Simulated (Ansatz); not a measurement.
# Fe wire along [100], 13 atoms a period: bands along the axis

Wanted: the relaxed geometry and the bands of the Fe wire along [100], 13 atoms a period.

Main program and level: Ansatz 0.2.0; DFT PBE, plane waves, PAW; relaxation of a wire's period; PAW set soft_1, in the first sound run; inputs show where later runs differ.

### 1. Set-up

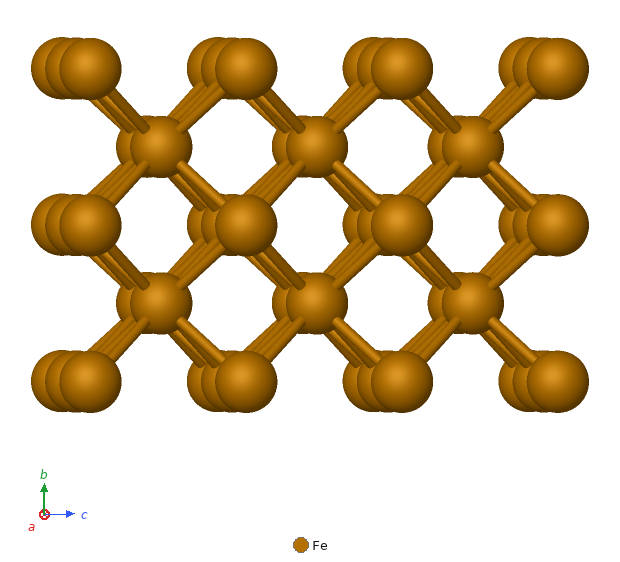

Start, viewed from the side, with the c axis across the page; iron orange. 1×1×3 cells are drawn. Some periodic images of atoms are drawn too.

The cell holds 13 atoms: 13 Fe. Its edges and angles: a = 12.460 Å, b = 12.460 Å, c = 2.830 Å, α = 90.0°, β = 90.0°, γ = 90.0°. Vacuum lies along a and b. The structure's axis is c.

### 2. Relaxation of atoms and period

Band widths follow the bond lengths, so the wire is relaxed first. The atoms and the third cell vector are free; the box across stays fixed as vacuum. Moments are seeded so that a magnetic state can form if it lies lower. A Fermi-Dirac smearing is set since the result may be a metal. The pressure printed is a third of the stress's trace over the whole box, vacuum included; only the stress along the axis is relaxed.

input.yaml reads:

```yaml
crystal:
  lattice:
    - [12.46, 0.0, 0.0]
    - [0.0, 12.46, 0.0]
    - [0.0, 0.0, 2.83]
  atoms:
    - { symbol: Fe, position: [0.272873194, 0.272873194, 0.0], spin: 2.4 }
    - { symbol: Fe, position: [0.272873194, 0.5, 0.0], spin: 2.4 }
    - { symbol: Fe, position: [0.272873194, 0.727126806, 0.0], spin: 2.4 }
    - { symbol: Fe, position: [0.5, 0.272873194, 0.0], spin: 2.4 }
    - { symbol: Fe, position: [0.5, 0.5, 0.0], spin: 2.4 }
    - { symbol: Fe, position: [0.5, 0.727126806, 0.0], spin: 2.4 }
    - { symbol: Fe, position: [0.727126806, 0.272873194, 0.0], spin: 2.4 }
    - { symbol: Fe, position: [0.727126806, 0.5, 0.0], spin: 2.4 }
    - { symbol: Fe, position: [0.727126806, 0.727126806, 0.0], spin: 2.4 }
    - { symbol: Fe, position: [0.386436597, 0.386436597, 0.5], spin: 2.4 }
    - { symbol: Fe, position: [0.386436597, 0.613563403, 0.5], spin: 2.4 }
    - { symbol: Fe, position: [0.613563403, 0.386436597, 0.5], spin: 2.4 }
    - { symbol: Fe, position: [0.613563403, 0.613563403, 0.5], spin: 2.4 }
magnetization:
  spin_polarized: true
kpoints:
  mp_grid: { grid: [1, 1, 29] }
scf:
  occupations: { method: fermi_dirac, width: 0.05 }
hamiltonian:
  xc: pbe
  pseudopotentials: { kind: paw, azcp: { folder: soft_1 } }
relax:
  cell: { fix: [a, b, alpha, beta, gamma] }
  max_steps: 45
  f_tol: 0.03
```

Launch:

```sh
$ ansatz run input.yaml --threads 4 --pin off --max-ram 16384MiB --backend cpu --events-out ev --progress --plain --runs-dir out
```

Numbers of over 12 decimals in the logs are rounded to 6 here.

The log of the run:

```text
Engine: ansatz 0.2.0, x86_64-unknown-linux-gnu
Pseudopotentials: kind: paw
Pseudopotential: Fe, paw, valence charge 16, recommended cutoff 420 eV (normal), soft_1/Fe.paw.azcp
Functional definition: PBE
  parameter kappa = 0.804
  parameter beta = 0.066725
  exchange = pbe_x(kappa = kappa, mu = beta*pi^2/3)
  correlation = pbe_c(beta = beta)
Crystal: 13 atoms, lattice volume = 439.362 Å³
Basis set: ecut = 420 eV, 8569 PW (Γ), exchange–correlation on 180×180×40 points (8 copies of the dense FFT grid, shifted against one another)
Bands: 144, of which v1, the nominal top of the filled ones, is band 104 counted from 1 (103 counted from 0)
Symmetry: 16 space group operations
Space group: P4/mmm (ITA 123), of the structure as read, at distance tolerance 7.6e-5 Å
Magnetic group: BNS 123.339 (UNI 999), of the structure as read, at distance tolerance 7.6e-5 Å
k-points: 15 of 29
Non-local potential: Fe, projectors of the file, l = 0: 3, l = 1: 2, l = 2: 3, l = 3: 1
PAW form: soft (Blöchl's): semilocal exchange-correlation on the pseudo side does not see the compensation charge
PAW one-centre angular grid: Fe, 590 points (default); XC on 64 Gauss nodes
Initial density: superposition of atomic densities (neutral atoms: chi_scale 0, normalization atom)
Starting moments: Σ|m| = 31.2 μB on 13 of 13 sites
Initial wavefunctions: pseudopotential atomic-orbital guess
Functional: x = pbe(κ = 0.804, μ = 0.219515), c = pbe(β = 0.066725)
SCF iter   1: F=—  HF=-58227.271783 eV  |F-HF|=—  |Δ(HF+E_count)|=         —  Δρ=4.52e-2 (↑3.41e-2 ↓4.52e-2)  dr2=4.93e1  dr2_m=5.05e0  M=33.953 μB ∫|m|=34.219 μB  β_m=0.30  ethr=3.10e-3  ⟨swp⟩=7.5  Hψ=18215  notcnv=0  defer=194
Mixer restart at iter 1: flushing history
preconditioner: auto → LDOS  [metal: Δε(μ)=0.003 eV  Ē_g=5.363 eV  σ=0.050 eV  W_gap=0.02  n_scr=86 (ndim 8)  ℏωp=18.1 eV  f_vac=0.482  D(μ)=31.69/eV (n_scr^D=354)]
spin=Collinear: LDOS preconditioning applied to the charge; magnetization (m = ρ↑ − ρ↓) channel mixes plain (no charge-response kernel on spin).
SCF iter   2: F=—  HF=-58223.948042 eV  |F-HF|=—  |Δ(HF+E_count)|=    3.32e0  Δρ=3.55e-2 (↑3.55e-2 ↓3.13e-2)  dr2=1.27e1  dr2_m=3.87e0  M=35.174 μB ∫|m|=35.614 μB  β_m=0.43  ethr=3.10e-3  ⟨swp⟩=2.8  Hψ=7648  notcnv=0  defer=489
SCF iter   3: F=—  HF=-58230.929854 eV  |F-HF|=—  |Δ(HF+E_count)|=    6.98e0  Δρ=2.02e-2 (↑1.23e-2 ↓2.02e-2)  dr2=6.14e-1  dr2_m=9.16e-1  M=35.674 μB ∫|m|=36.456 μB  β_m=0.46  ethr=3.10e-3  ⟨swp⟩=3.0  Hψ=7615  notcnv=0  defer=471
SCF iter   4: F=—  HF=-58232.132894 eV  |F-HF|=—  |Δ(HF+E_count)|=    1.20e0  Δρ=1.05e-2 (↑1.05e-2 ↓8.84e-3)  dr2=1.67e-1  dr2_m=3.47e-1  M=36.090 μB ∫|m|=37.124 μB  β_m=0.72  ethr=2.95e-4  ⟨swp⟩=3.0  Hψ=7106  notcnv=0  defer=482
SCF iter   5: F=—  HF=-58232.811596 eV  |F-HF|=—  |Δ(HF+E_count)|=         —  Δρ=6.01e-3 (↑4.08e-3 ↓6.01e-3)  dr2=1.85e-1  dr2_m=7.27e-2  M=36.712 μB ∫|m|=38.033 μB  β_m=0.72  ethr=8.01e-5  ⟨swp⟩=3.1  Hψ=8091  notcnv=0  defer=469
SCF iter   6: F=—  HF=-58232.810296 eV  |F-HF|=—  |Δ(HF+E_count)|=   1.30e-3  Δρ=1.88e-3 (↑1.37e-3 ↓1.88e-3)  dr2=2.18e-2  dr2_m=3.54e-3  M=36.634 μB ∫|m|=38.055 μB  β_m=0.67  ethr=8.01e-5  ⟨swp⟩=2.1  Hψ=6679  notcnv=0  defer=468
SCF iter   7: F=—  HF=-58232.808545 eV  |F-HF|=—  |Δ(HF+E_count)|=   1.75e-3  Δρ=6.10e-4 (↑6.10e-4 ↓5.03e-4)  dr2=9.21e-4  dr2_m=1.04e-3  M=36.681 μB ∫|m|=38.092 μB  β_m=0.83  ethr=1.05e-5  ⟨swp⟩=2.3  Hψ=7080  notcnv=0  defer=468
SCF iter   8: F=—  HF=-58232.810783 eV  |F-HF|=—  |Δ(HF+E_count)|=   2.24e-3  Δρ=4.02e-4 (↑4.02e-4 ↓2.50e-4)  dr2=1.05e-3  dr2_m=2.00e-4  M=36.699 μB ∫|m|=38.110 μB  β_m=0.71  ethr=4.43e-7  ⟨swp⟩=3.1  Hψ=8895  notcnv=0  defer=468
SCF iter   9: F=—  HF=-58232.810439 eV  |F-HF|=—  |Δ(HF+E_count)|=   3.44e-4  Δρ=1.27e-4 (↑1.27e-4 ↓1.05e-4)  dr2=1.00e-4  dr2_m=2.70e-5  M=36.708 μB ∫|m|=38.122 μB  β_m=0.73  ethr=4.43e-7  ⟨swp⟩=2.0  Hψ=7285  notcnv=0  defer=468
SCF iter  10: F=—  HF=-58232.810442 eV  |F-HF|=—  |Δ(HF+E_count)|=   3.27e-6  Δρ=4.19e-5 (↑3.76e-5 ↓4.19e-5)  dr2=1.25e-5  dr2_m=2.53e-6  M=36.712 μB ∫|m|=38.127 μB  β_m=0.75  ethr=4.83e-8  ⟨swp⟩=2.0  Hψ=5930  notcnv=0  defer=468
SCF iter  11: F=—  HF=-58232.810426 eV  |F-HF|=—  |Δ(HF+E_count)|=   1.64e-5  Δρ=2.40e-5 (↑1.26e-5 ↓2.40e-5)  dr2=1.45e-6  dr2_m=9.31e-7  M=36.713 μB ∫|m|=38.127 μB  β_m=0.86  ethr=6.02e-9  ⟨swp⟩=2.5  Hψ=7466  notcnv=0  defer=468
SCF iter  12: F=—  HF=-58232.810428 eV  |F-HF|=—  |Δ(HF+E_count)|=   2.27e-6  Δρ=1.54e-5 (↑1.14e-5 ↓1.54e-5)  dr2=1.95e-6  dr2_m=1.52e-7  M=36.713 μB ∫|m|=38.127 μB  β_m=0.78  ethr=6.98e-10  ⟨swp⟩=2.7  Hψ=7738  notcnv=0  defer=468
SCF iter  13: F=—  HF=-58232.810428 eV  |F-HF|=—  |Δ(HF+E_count)|=   5.18e-8  Δρ=8.94e-6 (↑8.94e-6 ↓7.64e-6)  dr2=6.49e-7  dr2_m=1.08e-7  M=36.714 μB ∫|m|=38.127 μB  β_m=0.72  ethr=6.98e-10  ⟨swp⟩=2.0  Hψ=7100  notcnv=0  defer=468
SCF iter  14: F=—  HF=-58232.810428 eV  |F-HF|=—  |Δ(HF+E_count)|=   1.93e-8  Δρ=3.50e-6 (↑3.04e-6 ↓3.50e-6)  dr2=7.87e-8  dr2_m=1.71e-8  M=36.714 μB ∫|m|=38.127 μB  β_m=0.83  ethr=3.12e-10  ⟨swp⟩=2.1  Hψ=6817  notcnv=0  defer=468
SCF iter  15: F=—  HF=-58232.810428 eV  |F-HF|=—  |Δ(HF+E_count)|=   6.38e-8  Δρ=4.68e-6 (↑2.04e-6 ↓4.68e-6)  dr2=1.46e-7  dr2_m=1.54e-8  M=36.714 μB ∫|m|=38.127 μB  β_m=0.77  ethr=3.78e-11  ⟨swp⟩=3.0  Hψ=7748  notcnv=0  defer=464
SCF iter  16: F=-58232.810428 eV  HF=-58232.810428 eV  |F-HF|=5.09e-9  |Δ(HF+E_count)|=  2.47e-10  Δρ=1.08e-6 (↑6.08e-7 ↓1.08e-6)  dr2=6.87e-9  dr2_m=1.41e-9  M=36.714 μB ∫|m|=38.127 μB  ethr=3.78e-11  ⟨swp⟩=2.5  Hψ=13322  notcnv=0
SCF 1 converged in 16 iterations: F = -58232.810428 eV  dr2 = 6.87e-9
  greatest PAW one-centre occupation: 1.002 electrons in one spin orbital (limit 2), on the Fe atom at site 8 (counted from 0), in its partial waves of l = 1
relax step   1: F+E_penalty+E_count = -58232.81042805 eV  Δ(F+E_penalty+E_count) = +0.000e0 eV  max|allowed force component| = 8.650e-1 eV/Å  Δτ_max = 0.0000 Å  P = -2.876 GPa  Ω = 439.362 Å³  fix = [a, b, alpha, beta, gamma]  reactions: a -2.555, b -2.555 GPa  (16 SCF iters, dr2 threshold 1.00e-7 eV, accepted)
Crystal: 13 atoms, lattice volume = 430.637 Å³
Basis set: ecut = 420 eV, 8457 PW (Γ), exchange–correlation on 180×180×40 points (8 copies of the dense FFT grid, shifted against one another)
Initial density: handed on by an earlier stage of this run
Starting moments: Σ|m| = 31.2 μB on 13 of 13 sites; this step starts from the density that it was given
Initial wavefunctions: those handed on with the density
iter 1 solved again at ethr=1.29e-4 eV; its pass at ethr=3.10e-3 eV (dr2=2.68e-1 eV) is discarded
[...]
relax step   4: F+E_penalty+E_count = -58233.45170490 eV  Δ(F+E_penalty+E_count) = -1.475e-2 eV  max|allowed force component| = 1.437e-2 eV/Å  Δτ_max = 0.0103 Å  P = -0.093 GPa  Ω = 427.655 Å³  energy of the carried Pulay correction = +5.169e-3 eV  fix = [a, b, alpha, beta, gamma]  reactions: a -0.160, b -0.160 GPa  (9 SCF iters, dr2 threshold 1.30e-6 eV, accepted)
Initial wavefunctions: pseudopotential atomic-orbital guess (no wavefunctions were taken with the density)
iter 1 solved again at ethr=7.59e-7 eV; its pass at ethr=3.10e-3 eV (dr2=1.58e-3 eV) is discarded
SCF iter   1: F=—  HF=-58233.445818 eV  |F-HF|=—  |Δ(HF+E_count)|=         —  Δρ=5.61e-5 (↑5.61e-5 ↓5.32e-5)  dr2=4.72e-5  dr2_m=7.52e-7  M=35.162 μB ∫|m|=36.396 μB  β_m=0.65  ethr=7.59e-7  ⟨swp⟩=4.0  Hψ=29568  notcnv=0
preconditioner: auto → LDOS  [metal: Δε(μ)=0.009 eV  Ē_g=5.314 eV  σ=0.050 eV  W_gap=0.05  n_scr=36 (ndim 8)  ℏωp=18.3 eV  f_vac=0.524  D(μ)=14.42/eV (n_scr^D=86)]
spin=Collinear: LDOS preconditioning applied to the charge; magnetization (m = ρ↑ − ρ↓) channel mixes plain (no charge-response kernel on spin).
SCF iter   2: F=—  HF=-58233.446216 eV  |F-HF|=—  |Δ(HF+E_count)|=   3.98e-4  Δρ=2.37e-5 (↑2.37e-5 ↓1.94e-5)  dr2=2.16e-5  dr2_m=1.47e-7  M=35.161 μB ∫|m|=36.396 μB  β_m=0.59  ethr=2.27e-8  ⟨swp⟩=2.1  Hψ=7273  notcnv=0
SCF iter   3: F=—  HF=-58233.446218 eV  |F-HF|=—  |Δ(HF+E_count)|=   2.30e-6  Δρ=1.22e-5 (↑1.22e-5 ↓9.39e-6)  dr2=1.38e-6  dr2_m=9.66e-8  M=35.161 μB ∫|m|=36.395 μB  β_m=0.58  ethr=1.04e-8  ⟨swp⟩=2.0  Hψ=4902  notcnv=0
SCF iter   4: F=—  HF=-58233.446219 eV  |F-HF|=—  |Δ(HF+E_count)|=   5.57e-7  Δρ=9.74e-6 (↑9.74e-6 ↓5.61e-6)  dr2=9.49e-7  dr2_m=1.23e-7  M=35.161 μB ∫|m|=36.395 μB  β_m=0.52  ethr=6.64e-10  ⟨swp⟩=2.2  Hψ=7472  notcnv=0
SCF iter   5: F=—  HF=-58233.446219 eV  |F-HF|=—  |Δ(HF+E_count)|=   2.81e-7  Δρ=3.44e-6 (↑3.44e-6 ↓2.46e-6)  dr2=1.12e-7  dr2_m=1.58e-8  M=35.160 μB ∫|m|=36.395 μB  β_m=0.57  ethr=4.56e-10  ⟨swp⟩=2.1  Hψ=6860  notcnv=0
SCF iter   6: F=—  HF=-58233.446219 eV  |F-HF|=—  |Δ(HF+E_count)|=   8.72e-8  Δρ=1.27e-6 (↑1.27e-6 ↓8.84e-7)  dr2=8.63e-9  dr2_m=1.65e-9  M=35.160 μB ∫|m|=36.395 μB  β_m=0.55  ethr=5.36e-11  ⟨swp⟩=2.7  Hψ=6110  notcnv=0
SCF iter   7: F=—  HF=-58233.446219 eV  |F-HF|=—  |Δ(HF+E_count)|=   7.32e-9  Δρ=6.57e-7 (↑6.57e-7 ↓4.12e-7)  dr2=7.99e-10  dr2_m=8.96e-10  M=35.160 μB ∫|m|=36.395 μB  β_m=0.78  ethr=4.15e-12  ⟨swp⟩=3.2  Hψ=7476  notcnv=0
SCF iter   8: F=—  HF=-58233.446219 eV  |F-HF|=—  |Δ(HF+E_count)|=   2.01e-9  Δρ=3.65e-7 (↑3.65e-7 ↓2.63e-7)  dr2=6.87e-10  dr2_m=2.24e-10  M=35.160 μB ∫|m|=36.395 μB  β_m=0.80  ethr=1.00e-12  ⟨swp⟩=2.5  Hψ=7423  notcnv=0
SCF iter   9: F=—  HF=-58233.446219 eV  |F-HF|=—  |Δ(HF+E_count)|=  1.16e-10  Δρ=1.82e-7 (↑1.82e-7 ↓6.49e-8)  dr2=1.48e-10  dr2_m=3.75e-11  M=35.160 μB ∫|m|=36.395 μB  β_m=0.76  ethr=1.00e-12  ⟨swp⟩=2.0  Hψ=6326  notcnv=0
SCF iter  10: F=—  HF=-58233.446219 eV  |F-HF|=—  |Δ(HF+E_count)|=  4.37e-11  Δρ=5.05e-8 (↑5.05e-8 ↓2.56e-8)  dr2=2.17e-11  dr2_m=2.42e-12  M=35.160 μB ∫|m|=36.395 μB  β_m=0.78  ethr=1.00e-12  ⟨swp⟩=1.0  Hψ=4342  notcnv=0
SCF iter  11: F=-58233.446219 eV  HF=-58233.446219 eV  |F-HF|=2.91e-11  |Δ(HF+E_count)|=  2.91e-11  Δρ=3.40e-8 (↑2.42e-8 ↓3.40e-8)  dr2=1.23e-11  dr2_m=1.03e-12  M=35.160 μB ∫|m|=36.395 μB  ethr=1.00e-12  ⟨swp⟩=3.0  Hψ=13329  notcnv=0
SCF 5 converged in 11 iterations: F = -58233.446219 eV  dr2 = 1.23e-11
relax step   5: F+E_penalty+E_count = -58233.44621891 eV  Δ(F+E_penalty+E_count) = +5.486e-3 eV  max|allowed force component| = 1.410e-2 eV/Å  Δτ_max = 0.0000 Å  P = -0.086 GPa  Ω = 427.655 Å³  fix = [a, b, alpha, beta, gamma]  reactions: a -0.153, b -0.153 GPa  stress off target by 4.84e-2 GPa on what of the cell is left free  SCF on the basis re-selected at this cell (its energy is not comparable with the rows above)  (11 SCF iters)
basis re-selected at this cell: Δ(F+E_penalty+E_count) = +5.486e-3 eV, ΔP = +0.007 GPa vs the last step (what re-selecting the basis moved, of the pressure what is left beyond the Pulay correction that the steps carried, after the strain that the cell walked since its last selection, with what the two solves' SCF thresholds leave and, on support functions, any second-order correction that the steps lacked; it is no m [...]
SCF converged after 11 iterations
Magnetization: 35.1604 μB (121.5802 up, 86.4198 down)
Absolute magnetization: 36.3987 μB (∫|ρ↑−ρ↓|, with the PAW one-centre terms)
Spin contamination: 0.5308 ħ² per cell (⟨S²⟩ above its minimum at these occupations)
Per-site moments (μB) at R_I (Å): [(2.823327, 0.946888), (2.951749, 1.018880), (2.823327, 0.946888), (2.951749, 1.018880), (2.084446, 0.984823), (2.951749, 1.018880), (2.823327, 0.946888), (2.951749, 1.018880), (2.823327, 0.946888), (2.142623, 0.946888), (2.142623, 0.946888), (2.142623, 0.946888), (2.142623, 0.946888)]
Free energy (F): -58233.446219 eV
Harris-Foulkes:  -58233.446219 eV  (|F-HF|=2.91e-11)
Internal energy: -58233.325880 eV  (E = F + TS)
E sigma→0 (E₀):  -58233.386050 eV
Entropy (-TS):   -0.120338 eV (-9.257 meV/atom)
Fermi energy:    4.177094 eV
--- Per-component energies (eV) ---
  E_band       = -5753.712108
  E_kinetic    = 4278.138334
  E_local      = -131093.635251  (includes V_loc(G=0)·N_el)
  E_nonlocal   = 3811.547357
  E_hartree    = 61675.544551
  E_xc         = -1416.831082
  E_vxc        = -1818.043837  (∫ρ·V_xc dr)
  E_paw        = -17997.876252  (= ΣΔE_a)
  E_vpaw       = -4282.795163  (= ΣTr[D̂ρ^β])
  E_aug_tail   = -0.013121  (compensation charges beyond the density's cutoff)
  E_ewald      = 22509.799584
  E_smearing   = -0.120338  (= −TS)
  E_closure    = 0.000000  (closes the sum)
  Σ components = -58233.446219   (vs F -58233.446219, Δ=0.00e0)
--- Forces (eV/Å), atoms counted from 1 ---
  atom   1  Fe     0.01087197     0.01087197    -0.00000000
  atom   2  Fe    -0.00799279    -0.00000000     0.00000000
  atom   3  Fe     0.01087197    -0.01087197    -0.00000000
  atom   4  Fe    -0.00000000    -0.00799279     0.00000000
  atom   5  Fe     0.00000000     0.00000000     0.00000000
  atom   6  Fe     0.00000000     0.00799279     0.00000000
  atom   7  Fe    -0.01087197     0.01087197     0.00000000
  atom   8  Fe     0.00799279     0.00000000    -0.00000000
  atom   9  Fe    -0.01087197    -0.01087197     0.00000000
  atom  10  Fe     0.01409834     0.01409834    -0.00000000
  atom  11  Fe     0.01409834    -0.01409834    -0.00000000
  atom  12  Fe    -0.01409834     0.01409834     0.00000000
  atom  13  Fe    -0.01409834    -0.01409834     0.00000000
  max |Σ_I F_I| component: 5.20e-18 eV/Å
--- Stress (GPa, compression-positive) ---
       -0.152893      -0.000000      -0.000000
       -0.000000      -0.152893       0.000000
       -0.000000       0.000000       0.048353
  P = ⅓ Tr σ = -0.0858 GPa (-0.858 kbar)
--- Relaxed structure (4 steps of the walk, 4 accepted, 1 SCFs on fresh bases) ---
  F+E_penalty+E_count = -58233.44621891 eV   max|allowed force component| = 1.410e-2 eV/Å   (the final SCF, on the basis selected at the relaxed cell)
  cell:  # Å, volume = 427.6549 Å³
    - [12.46, 0, 0]
    - [0, 12.46, 0]
    - [0, 0, 2.754593]
  atoms:
    - { symbol: Fe, position: [0.285115, 0.285115, 0] }
    - { symbol: Fe, position: [0.267548, 0.500000, 0] }
    - { symbol: Fe, position: [0.285115, 0.714885, 0] }
    - { symbol: Fe, position: [0.500000, 0.267548, 0] }
    - { symbol: Fe, position: [0.500000, 0.500000, 0] }
    - { symbol: Fe, position: [0.500000, 0.732452, 0] }
    - { symbol: Fe, position: [0.714885, 0.285115, 0] }
    - { symbol: Fe, position: [0.732452, 0.500000, 0] }
    - { symbol: Fe, position: [0.714885, 0.714885, 0] }
    - { symbol: Fe, position: [0.389330, 0.389330, 0.500000] }
    - { symbol: Fe, position: [0.389330, 0.610670, 0.500000] }
    - { symbol: Fe, position: [0.610670, 0.389330, 0.500000] }
    - { symbol: Fe, position: [0.610670, 0.610670, 0.500000] }
```

Run time: 5.9 min. Hardware: 4 threads of Intel Xeon Platinum 8259CL at 2.50GHz (Skylake/Cascade Lake), shared host; peak memory 2.4 GiB; 22 min of CPU time.

(Continued in part 2 of 2.)

[Logs are printed without paths, hosts, clocks, repeated set-up lines and the standing remarks that a program may print on its own settings, such as how far it seeks lower states.]

[Hosts, paths, dates, database ids (printed as entryN), source tags and the programs' standing remarks are cut or masked in the printed files.]
